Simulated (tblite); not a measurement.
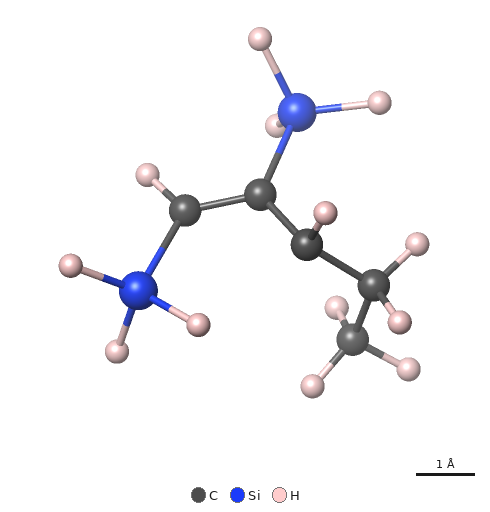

Starting structure of C5H13Si2 (multiplicity 2). Style: ball-and-stick. Shown at a tilt.

Method: GFN2-xTB geometry optimisation, gas phase (tblite 0.8.0).

```xyz
20

C    -1.7444   -1.3353    0.3212
C    -1.5341   -0.4581   -0.8802
C    -0.1195   -0.0063   -1.0967
C     0.4862    0.8019   -0.0436
Si   -0.1855    2.3942    0.5982
C     1.6033    0.3437    0.5265
Si    2.4130   -1.2326    0.0201
H    -1.7180   -0.7455    1.2929
H    -1.1628   -2.2605    0.3656
H    -2.8262   -1.6661    0.2641
H    -2.2194    0.3892   -0.8522
H    -1.7855   -1.0976   -1.7701
H    -0.0040    0.4957   -2.0870
H    -1.4023    2.7595   -0.1023
H    -0.3921    2.2474    2.0604
H     0.7792    3.5058    0.3826
H     2.0968    0.9073    1.3239
H     2.2313   -2.2351    1.1052
H     1.6430   -1.7368   -1.1293
H     3.8356   -1.0601   -0.3024
```

**Predict the outcome.**

After 167 geometry steps the energy has fallen by 113.8 kJ/mol. H13 moves most after the best rigid fit: 2.26 Å. By element the largest moves are H 2.26 Å, C 0.73 Å, Si 0.62 Å. Near-neighbour distances that change, for instance: C3–C4 1.459 → 1.374 Å, C4–C6 1.335 → 1.394 Å, C4–Si5 1.844 → 1.899 Å, C1–H8 1.137 → 1.088 Å. Bond angles that change, for instance: C2–C3–C4 117.0° → 126.3°, C4–C3–H13 110.4° → 118.5°, C2–C1–H9 116.9° → 110.5°. Groups turn about C4–Si5 by about 65°, C6–Si7 by about 50°. Cost: 1.1 s on 1 thread of Arm Neoverse V2, with other jobs on the host.

The structure at the end:

```xyz
20

C    -2.4040   -1.3088    0.3264
C    -1.7233   -0.3262   -0.6341
C    -0.2488   -0.3544   -0.4626
C     0.5322    0.6652    0.0264
Si   -0.2324    2.3259    0.5415
C     1.9105    0.5030    0.1592
Si    2.9181   -1.0071   -0.2677
H    -2.1999   -1.0269    1.3568
H    -2.0306   -2.3178    0.1660
H    -3.4802   -1.3077    0.1703
H    -2.1138    0.6778   -0.4615
H    -1.9733   -0.6199   -1.6597
H     0.2287   -1.2921   -0.7228
H    -0.8601    2.9772   -0.6134
H    -1.2336    2.1231    1.5940
H     0.8306    3.1904    1.0583
H     2.4568    1.3494    0.5551
H     2.5119   -2.1705    0.5345
H     2.7838   -1.3678   -1.6860
H     4.3220   -0.7023    0.0161
```

After the run, drawn alike:

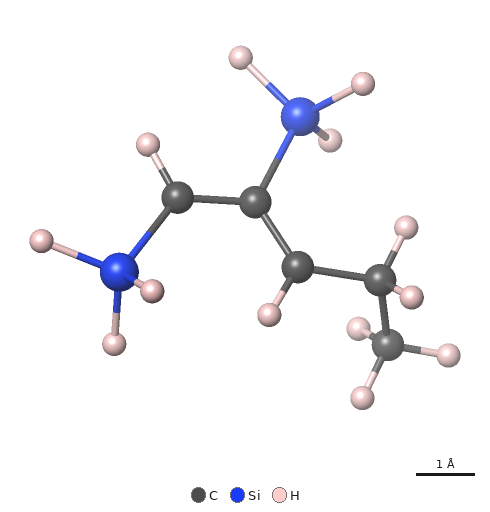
